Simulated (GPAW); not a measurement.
# How BaTiO3 absorbs and reflects light

Wanted: where BaTiO3 starts to absorb, how strongly, and its refractive index. The cell comes from an older database entry, whose edges can differ from later determinations, mostly by under a per cent.

Main program and level: GPAW 26.7.0; DFT, LDA, plane-wave PAW (GPAW data sets), scalar-relativistic, RPA, optical limit.

The database entry behind the starting cell differs from later determinations by our own check (c/a about 0.6 % short), so it need not match the best structure at ambient conditions.

### Step 1. Starting point

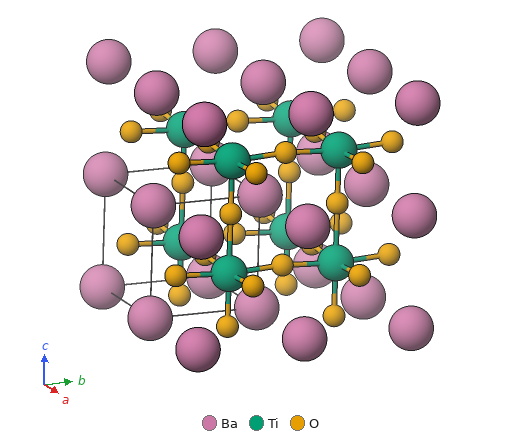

The cell as given, slightly off an axis (barium pink, titanium teal, oxygen orange). 2×2×2 cells are drawn. Some periodic images of atoms are drawn too.

As a file:

```cif
data_structure
_symmetry_space_group_name_H-M 'P4mm'
_symmetry_Int_Tables_number 99
_cell_length_a 3.9998
_cell_length_b 3.9998
_cell_length_c 4.0180
_cell_angle_alpha 90.000
_cell_angle_beta 90.000
_cell_angle_gamma 90.000
_cell_volume 64.28
loop_
_atom_site_label
_atom_site_type_symbol
_atom_site_symmetry_multiplicity
_atom_site_Wyckoff_symbol
_atom_site_fract_x
_atom_site_fract_y
_atom_site_fract_z
_atom_site_occupancy
Ba1 Ba 1 a 0.00000 0.00000 0.00000 1
Ti1 Ti 1 b 0.50000 0.50000 0.49000 1
O1 O 2 c 0.00000 0.50000 0.51700 1
O2 O 1 b 0.50000 0.50000 0.01900 1
```

### Step 2. Bands for the response

At the fixed density, many empty bands are solved on the mesh of the response, since the spectrum sums over them.

This step: DFT, LDA, plane-wave PAW (GPAW data sets), scalar-relativistic, bands at fixed density (GPAW 26.7.0).

Contents of nscf.py:

```python
from ase.dft.bandgap import bandgap
from gpaw import GPAW, FermiDirac

calc = GPAW('gs.gpw').fixed_density(kpts={'size': (8, 8, 8), 'gamma': True}, nbands=74, convergence={'bands': 68},
                                    occupations=FermiDirac(0.001), txt='nscf.txt')
print('gap (eV)', bandgap(calc, output=None)[0])
print('direct gap (eV)', bandgap(calc, direct=True, output=None)[0])
print('top band over the Fermi level (eV)', min(calc.get_eigenvalues(kpt=k)[67] for k in range(len(calc.get_ibz_k_points()))) - calc.get_fermi_level())
calc.write('full.gpw', mode='all')
```

Launch:

```console
$ OMP_NUM_THREADS=1 python nscf.py
```

Numbers of over 12 decimals in the logs are rounded to 6 here.

Log:

```text
Diagonalizing LCAO Hamiltonian
Converting LCAO to pw mode
convergence criteria:
- Maximum integral of absolute [eigenst]ate change: 4e-08 eV^2 / valence electron
maximum number of iterations: 150

SCF iterations
|iter     |      energy | eigst |  dens |
|iter:   1||             | +3.53 |       |
|iter:   2||             | +2.37 |       |
|iter:   3||             | +1.30 |       |
|iter:   4||             | +0.41 |       |
|iter:   5||             | -0.27 |       |
|iter:   6||             | -0.85 |       |
|iter:   7||             | -1.40 |       |
|iter:   8||             | -1.90 |       |
|iter:   9||             | -2.44 |       |
|iter:  10||             | -2.97 |       |
|iter:  11||             | -3.54 |       |
|iter:  12||             | -4.09 |       |
|iter:  13||             | -4.66 |       |
|iter:  14||             | -5.21 |       |
|iter:  15||             | -5.75 |       |
|iter:  16||             | -6.30 |       |
|iter:  17||             | -6.81 |       |
|iter:  18||             | -7.24 |       |
|iter:  19||             | -7.60c|       |
SCF steps: 19
  __  _  _
 | _ |_)|_||  |
 |__||  | ||/\| - 26.7.0

Versions:
  Python: 3.12.14
  ASE:    3.29.0
  Numpy:  2.5.5
  Scipy:  1.18.1
  Libxc:  7.0.0

Input parameters:
  mode=PW(ecut=500.0),
  convergence={'bands': 68},
  gpts=array([21, 21, 21]),
  kpts=MonkhorstPack(size=(8, 8, 8), gamma=True),
  maxiter=150,
  nbands=74,
  occupations=Occupations(name='fermi-dirac', width=0.001, fixmagmom=False),
  parallel={},
  xc=XC(name='LDA')

--- standard output ---
gap (eV) 1.722866
direct gap (eV) 2.002458
top band over the Fermi level (eV) 37.677172
```

The job ended after 4.3 min (1 thread of Arm Neoverse V2, shared host; peak memory 0.34 GiB).

Read-outs, printed or worked out from the files:

* gap on the k-mesh: 1.723 eV
* direct gap on the mesh: 2.002 eV

### Step 3. Dielectric function, RPA

Local fields let the induced charge screen the field inside the cell, which as a rule lowers ε, most along directions where the density is uneven.

This step: DFT, LDA, plane-wave PAW (GPAW data sets), scalar-relativistic, RPA, optical limit (GPAW 26.7.0).

Contents of df.py:

```python
from gpaw.response.df import DielectricFunction

df = DielectricFunction('full.gpw', frequencies={'type': 'nonlinear', 'domega0': 0.03, 'omega2': 8},
                        ecut=50,
                        eta=0.15,
                        nbands=68,
                        txt='df.txt')
for direction in ['x', 'z']:
    df.get_dielectric_function(xc='RPA', direction=direction, filename=f'df_{direction}.csv')
```

Launch:

```console
$ OMP_NUM_THREADS=1 python df.py
```

Log:

```text
Using integrator: PointIntegrator
NonLinearFrequencyDescriptor(from 0.000 to 99.342 eV, 540 points)
Nonperiodic BCs:  [False False False]
Using integrator: PointIntegrator
NonLinearFrequencyDescriptor(from 0.000 to 99.342 eV, 540 points)
Nonperiodic BCs:  [False False False]

Calculating chi0 body with:
    Ground state adapter containing:
    Number of spins: 1
    Number of kpoints: 512
    Number of irreducible kpoints: 75
    Number of completely occupied states: 20
    Number of partially occupied states: 20

    Linear response parametrization:
    q_c: [0.0, 0.0, 0.0]
    Number of frequency points: 540
    Planewave cutoff: 50.0
    Number of bands: 68
    Number of planewaves: 57
    Broadening (eta): 0.15

Integrating chi0 body.

Symmetries of q_c:
    Direct symmetries (Uq -> q): 8
    Indirect symmetries (TUq -> q): 8
In total 16 allowed symmetries.

75 groups of equivalent kpoints. 85.3515625% reduction.

Integral kind: spectral function

Calculating chi0 optical extensions with:
    Ground state adapter containing:
    Number of spins: 1
    Number of kpoints: 512
    Number of irreducible kpoints: 75
    Number of completely occupied states: 20
    Number of partially occupied states: 20

    Linear response parametrization:
    Number of frequency points: 540
    Planewave cutoff: 50.0
    Number of bands: 68
    Number of planewaves: 57
    Broadening (eta): 0.15
Integrating chi0 head and wings.

Symmetries of q_c:
    Direct symmetries (Uq -> q): 8
    Indirect symmetries (TUq -> q): 8
In total 16 allowed symmetries.

75 groups of equivalent kpoints. 85.3515625% reduction.

Integral kind: spectral function wings
```

Run time: 30 s. Hardware: 1 thread; peak memory 0.37 GiB.

Read-outs, printed or worked out from the files:

| Quantity | Value |
| --- | --- |
| electronic dielectric constant ε∞, mean over x, y and z (by symmetry where fewer were run) | 6.049 |
| main peak of Im epsilon, first axis | 4.048 eV |

Some rows of df_x.csv (energy; Re and Im without local fields; Re and Im with them):

```text
0.000000, 6.434608, 0.000000, 6.178400, 0.000000
0.429336, 6.479990, 0.032523, 6.221648, 0.030982
0.878195, 6.635309, 0.074679, 6.369496, 0.071010
1.347938, 6.964913, 0.147679, 6.682397, 0.139893
1.840057, 7.677376, 0.398563, 7.355242, 0.374996
2.356191, 8.601120, 1.416242, 8.222675, 1.312385
2.898142, 8.459917, 3.488020, 8.149097, 3.222661
3.467895, 7.267900, 5.618508, 7.188757, 5.270590
4.067647, 4.639279, 7.614220, 4.931950, 7.422706
4.699832, 2.136109, 4.104986, 2.074341, 4.292283
5.367152, 2.748757, 2.870061, 2.556728, 2.996552
6.072622, 3.770721, 3.136369, 3.553666, 3.237217
6.819608, 4.227155, 3.898820, 3.993178, 4.013438
7.611886, 2.530606, 4.114995, 2.043873, 4.185465
8.453705, 2.402803, 4.596150, 1.882788, 4.421066
9.349861, 1.081672, 4.006232, 0.633409, 3.698479
10.305790, 0.621597, 4.157244, 0.511577, 3.708719
11.327680, -0.179098, 2.699899, -0.253556, 2.588885
12.422601, 0.128348, 1.468017, -0.140054, 1.390114
13.598673, 1.145543, 0.956842, 0.765784, 0.857352
```

The Im ε has structure finer than the step of the table below, so its rows give means over 1 eV, whole bins alone (the curve runs from 0 to 14.0 eV). Peaks (eV: height): E ∥ x 4.1: 7.42, 7.3: 4.93; E ∥ z 4.0: 6.44, 7.3: 5.49, 9.0: 5.15.

Values under the direct gap are tails of Lorentzian lines. The Im ε by photon energy; means over each step:

```csv
photon energy (eV),E ∥ x,E ∥ z
1,0.0918,0.0615
2,0.729,0.310
3,3.53,2.19
4,6.27,5.57
5,3.79,4.21
6,3.02,3.39
7,4.29,4.57
8,4.21,4.59
9,4.29,4.54
10,3.73,3.72
11,2.79,2.73
12,1.83,1.84
13,0.996,1.01
```

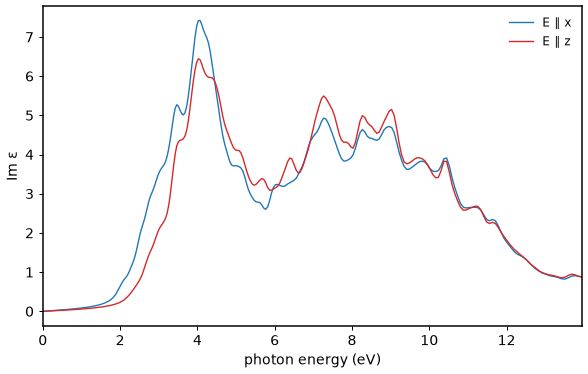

Im ε against photon energy.

Re ε against photon energy:

```csv
photon energy (eV),E ∥ x,E ∥ z
0,6.18,5.79
1,6.43,5.97
2,7.63,6.75
3,8.01,8.00
4,5.74,6.37
5,2.60,3.16
6,3.65,3.79
7,3.63,4.23
8,2.57,2.34
9,1.09,0.998
10,0.473,0.150
11,-0.102,-0.0881
12,-0.419,-0.407
13,0.251,0.246
```

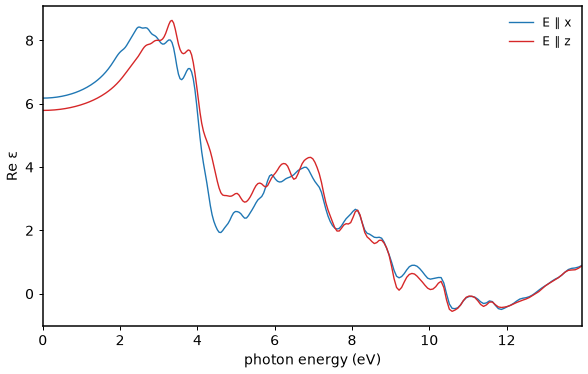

Re ε, plotted against photon energy.

Values under the direct gap are tails of Lorentzian lines. Im ε, E ∥ x against photon energy; read off at these points:

```csv
photon energy (eV),without local fields,with local fields
0.00,0,0
0.50,0.0383,0.0365
1.00,0.0894,0.0849
1.50,0.188,0.178
2.00,0.682,0.640
2.50,2.06,1.90
3.00,3.80,3.52
3.50,5.57,5.24
4.00,7.63,7.33
4.07,7.61,7.42
4.50,5.29,5.51
5.00,3.56,3.72
5.50,2.70,2.81
6.00,3.11,3.21
6.50,3.25,3.34
7.00,4.30,4.46
7.27,4.75,4.93
7.50,4.38,4.51
8.00,3.95,3.95
8.50,4.60,4.41
9.00,4.97,4.70
9.50,4.01,3.64
10.00,4.08,3.67
10.50,4.05,3.76
11.00,2.85,2.64
11.50,2.42,2.34
12.00,1.84,1.77
12.50,1.41,1.33
13.00,1.05,0.960
13.50,0.922,0.824
```

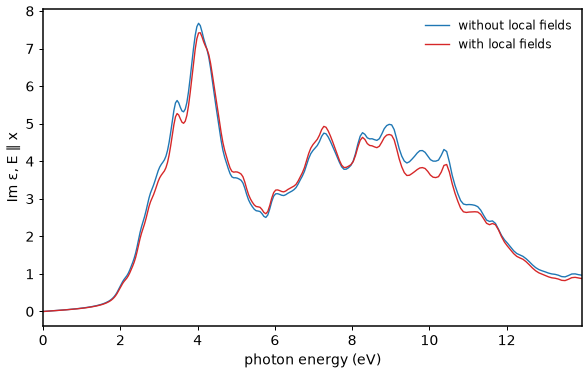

Im ε, E ∥ x, plotted against photon energy.

The refractive index n and extinction k by photon energy:

```csv
photon energy (eV),"n, E ∥ x","k, E ∥ x","n, E ∥ z","k, E ∥ z"
0,2.49,0,2.41,0
2,2.76,0.116,2.60,0.0446
4,2.74,1.34,2.77,1.15
6,2.06,0.777,2.09,0.753
8,1.91,1.04,1.89,1.11
10,1.44,1.27,1.38,1.32
12,0.837,1.06,0.853,1.07
```

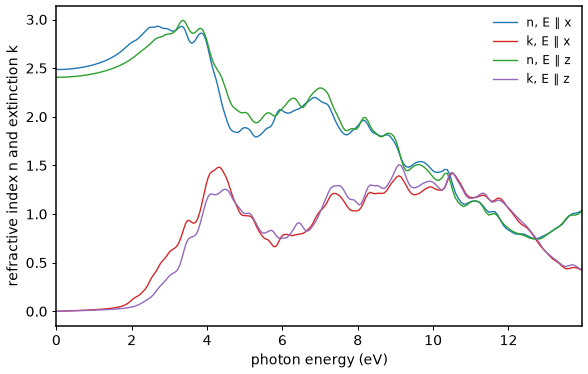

Refractive index n and extinction k, plotted against photon energy.

The reflectivity at normal incidence has structure finer than the step of the table below, so its rows give means over 1 eV, whole bins alone (the curve runs from 0 to 14.0 eV). Peaks (eV: height): E ∥ x 4.0: 30.7, 7.3: 23.7, 9.1: 26.4, 10.6: 29.0, 11.9: 26.7; E ∥ z 4.0: 28.8, 7.3: 25.5, 9.2: 29.1, 10.5: 29.6.

Table of reflectivity at normal incidence by photon energy; means over each step:

```csv
photon energy (eV),E ∥ x (%),E ∥ z (%)
1,19.0,17.6
2,22.1,19.9
3,25.7,24.2
4,28.7,27.2
5,19.3,20.7
6,16.5,18.1
7,21.4,22.5
8,21.3,23.0
9,24.1,25.8
10,23.8,25.1
11,25.5,25.7
12,23.9,24.1
13,12.2,12.6
```

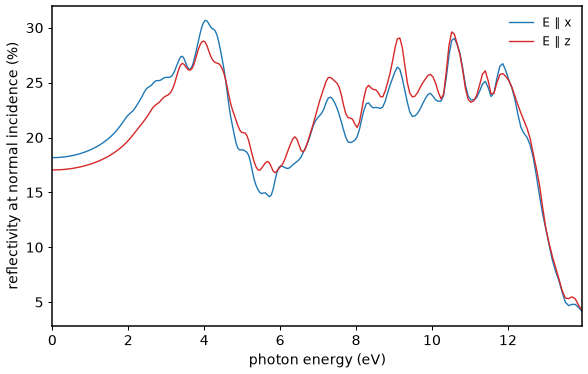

Reflectivity at normal incidence, plotted against photon energy.

From ε follow the optical constants at some laser and lamp lines:

```csv
wavelength (nm),n x,k x,R (%) x,1/α x,n z,k z,R (%) z,1/α z
1550,2.52,0.013,18.6,9.9 µm,2.43,0.009,17.4,13 µm
633,2.75,0.102,21.9,495 nm,2.59,0.041,19.6,1.2 µm
532,2.87,0.217,23.5,195 nm,2.70,0.100,21.1,424 nm
365,2.90,0.867,27.4,34 nm,2.98,0.638,26.7,46 nm
308,2.70,1.371,30.7,18 nm,2.74,1.176,28.7,21 nm
248,1.89,0.984,18.9,20 nm,2.04,1.007,20.5,20 nm
193,2.08,0.792,17.8,19 nm,2.14,0.909,19.9,17 nm
```

Below the direct gap, k and the depth come from the tails of the Lorentzian lines, not from transitions.

Rows near the edge hang on the gap, which this functional as a rule makes too small, and phonon-assisted absorption is left out.

At 1064 nm the birefringence n(z) − n(x) is -0.099: the crystal is uniaxial negative at this level.

### Step 4. Outcome

```yaml
electronic_dielectric_constant_eps_infinity_mean_over_x_y_and_z_by_symmetry_where_fewer_were_run_rpa: 6.05
main_peak_of_im_epsilon_first_axis: 4.05 eV
```

What this shows: At this level (LDA, RPA) BaTiO3 has a mean ε∞ = 6.05 and n = 2.52 at 1550 nm (E ∥ x), and Im ε peaks at 4.0 eV (E ∥ x). On the mesh the gap is 1.72 eV and the least direct gap 2.00 eV, so on this mesh the band edges lie at different points. Local fields change the static value along x from 6.43 to 6.18 (-4 %). Distinct maxima of Im ε, read by a parabola through the highest points, lie at 4.05 eV (7.4), 7.28 eV (4.9), 8.96 eV (4.7) and 10.42 eV (3.9) for E ∥ x. The static values by axis are 6.18 (x), 5.79 (z). At 1064 nm the birefringence n(z) − n(x) is -0.099: the crystal is uniaxial negative at this level. Excitons and phonon-assisted transitions are missing; LDA gaps are as a rule too small, which pulls the onset down and ε∞ up. Spin-orbit coupling is left out although heavy atoms are present. The sum runs over mesh points, so small or evenly spaced maxima can still be ripples of the mesh. In this version of GPAW the matrix elements of the optical limit are incomplete, which can lower ε − 1 by up to a tenth where first-row anions or d states rule, and shift it by more in d metals.

[Machine, clock and banner lines and Python warnings are left out of the logs.]

[Logs are printed without paths, hosts, clocks, repeated set-up lines and the standing remarks that a program may print on its own settings, such as how far it seeks lower states.]

[Hosts, paths, dates, database ids (printed as entryN), source tags and the programs' standing remarks are cut or masked in the printed files.]
